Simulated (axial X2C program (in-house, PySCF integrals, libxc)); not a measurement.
**Linear RuSH at several levels**

Aim: the two bond lengths and stretching wavenumbers of linear RuSH, with and without spin–orbit coupling, at PBE0, B3LYP.

Method: all-electron X2C, two-component (2c) or spin-free, Ru dyall-v3z, S dyall-av3z, H dyall-v3z; program: an in-house X2C program for linear molecules on PySCF integrals.

All values are calculated.

2 further runs of the same task are left out: 2 set aside as unsound or not needed.

## 1. Input

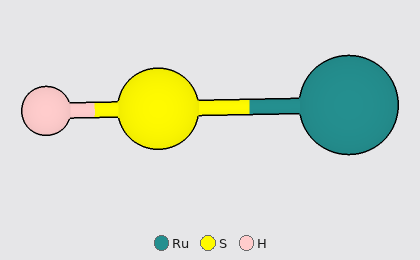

The atoms on one line, bonds 2.280 and 1.340 Å (ruthenium teal, sulfur yellow, hydrogen pink).

task.json reads:

```json
{"zs": [44, 16, 1], "q": 0, "bas": ["dyall-v3z", "dyall-av3z", "dyall-v3z"], "r0": [2.28, 1.34], "symm": 0, "scan": ["PBE0", "HF", "B3LYP"], "levels": ["PBE0", "HF", "PBE"], "nst": 2}
```

Keys: zs atomic numbers; q charge; bas basis sets; r0 starting distance in Å; symm equal bonds; scan levels of the two-bond scan; levels methods; nst determinants followed.

On the command line:

```bash
> python solin.py task.json out
```

Masses Ru 101.904, S 31.972, H 1.008 u.

## 2. Scan at PBE0, 2c

State: Ω = 7/2 (beyond evenly filled blocks: ω = -1/2, ω = 3/2, ω = 5/2). Energies above the lowest point, from the job's result record:

| r(Ru–S) (Å) | r(S–H) (Å) | E (meV) |
| --- | --- | --- |
| 2.0982 | 1.3153 | 38.43 |
| 2.0982 | 1.3490 | 22.82 |
| 2.0982 | 1.3827 | 35.20 |
| 2.1520 | 1.3153 | 13.85 |
| 2.1520 | 1.3490 | 0.00 |
| 2.1520 | 1.3827 | 14.28 |
| 2.1520 | 1.4164 | 51.85 |
| 2.2058 | 1.3153 | 29.52 |
| 2.2058 | 1.3490 | 17.16 |
| 2.2058 | 1.3827 | 33.06 |
| 2.2596 | 1.3490 | 65.05 |
| 2.2596 | 1.4164 | 123.09 |

A quadratic surface with cubic terms in each bond gives the minimum at 2.154 and 1.348 Å, force constants 2.19, 3.98 and coupling 0.14 mdyn/Å.

## 3. Scan at B3LYP, 2c

State: Ω = 7/2 (beyond evenly filled blocks: ω = -1/2, ω = 3/2, ω = 5/2). Energies above the lowest point, from the job's result record:

| r(Ru–S) (Å) | r(S–H) (Å) | E (meV) |
| --- | --- | --- |
| 2.0982 | 1.3153 | 57.31 |
| 2.0982 | 1.3490 | 40.02 |
| 2.0982 | 1.3827 | 49.91 |
| 2.1520 | 1.3153 | 15.52 |
| 2.1520 | 1.3490 | 0.00 |
| 2.1520 | 1.3827 | 11.80 |
| 2.1520 | 1.4164 | 46.13 |
| 2.2058 | 1.3153 | 15.74 |
| 2.2058 | 1.3490 | 1.72 |
| 2.2058 | 1.3827 | 15.15 |
| 2.2596 | 1.3490 | 35.71 |
| 2.2596 | 1.4164 | 88.11 |

A quadratic surface with cubic terms in each bond gives the minimum at 2.176 and 1.350 Å, force constants 2.07, 3.84 and coupling 0.14 mdyn/Å.

## 4. Scan at PBE0, spin-free

State: M_S = 3/2, Λ = 2 (beyond evenly filled blocks: π+α, π-α, δ+α, δ+β, δ-α). Energies above the lowest point, from the job's result record:

| r(Ru–S) (Å) | r(S–H) (Å) | E (meV) |
| --- | --- | --- |
| 2.0982 | 1.3153 | 37.78 |
| 2.0982 | 1.3490 | 22.23 |
| 2.0982 | 1.3827 | 34.67 |
| 2.1520 | 1.3153 | 13.79 |
| 2.1520 | 1.3490 | 0.00 |
| 2.1520 | 1.3827 | 14.34 |
| 2.1520 | 1.4164 | 51.97 |
| 2.2058 | 1.3153 | 30.03 |
| 2.2058 | 1.3490 | 17.74 |
| 2.2058 | 1.3827 | 33.70 |
| 2.2596 | 1.3490 | 66.17 |
| 2.2596 | 1.4164 | 124.36 |

A quadratic surface with cubic terms in each bond gives the minimum at 2.153 and 1.348 Å, force constants 2.2, 3.98 and coupling 0.14 mdyn/Å.

## 5. Comparison

| level | r(Ru–S) (Å) | r(S–H) (Å) | lower stretch (cm⁻¹) | upper stretch (cm⁻¹) |
| --- | --- | --- | --- | --- |
| PBE0, 2c | 2.154 | 1.348 | 386.4 | 2628.2 |
| B3LYP, 2c | 2.176 | 1.350 | 375.7 | 2579.1 |
| PBE0, spin-free | 2.153 | 1.348 | 387.0 | 2628.5 |
| B3LYP, spin-free | 2.175 | 1.350 | 376.4 | 2579.0 |

Scans not shown above were run alike.

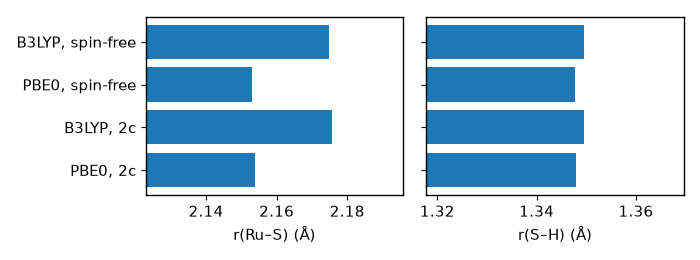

The two bond lengths by level.

What this shows: Over the levels the Ru–S bond spans 2.153 to 2.176 Å and the S–H bond 1.348 to 1.350 Å. At PBE0 spin–orbit coupling leaves both bonds unchanged to 0.001 Å. Each state is one determinant, the lowest of a limited PBE0 search; the stretches come from a fit to few points and are good to some per cent at best. The molecule was held linear; bending was not examined, so a bent shape may lie lower. Note: functional without a current term on a determinant with orbital currents, of the molecule or an atom. Note: several unpaired electrons, one determinant need not be a pure state.
